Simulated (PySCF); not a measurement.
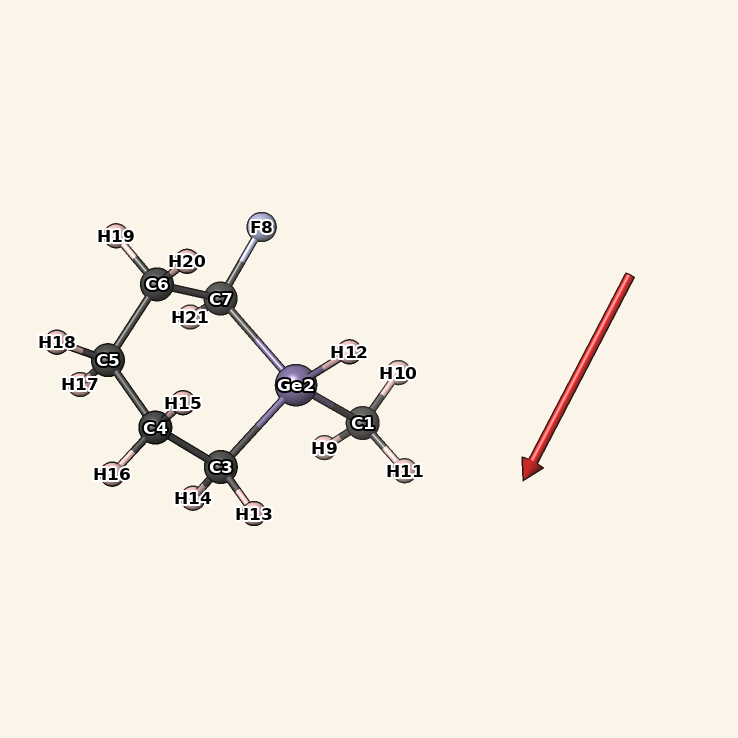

The arrow beside the molecule shows the direction of the dipole moment, from the negative to the positive end (its length means nothing). The computed structure is the end point of a PBE0-D3(BJ)/def2-SVP optimisation. No frequency run is at hand to confirm it as a minimum. Properties computed with CAM-B3LYP/def2-SVPD, gas phase (PySCF 2.14.0).

Question: Estimate the dipole moment.

Answer: 2.36 D; it points from the side of F8 to the side of H16 (the outermost atoms at the two ends).
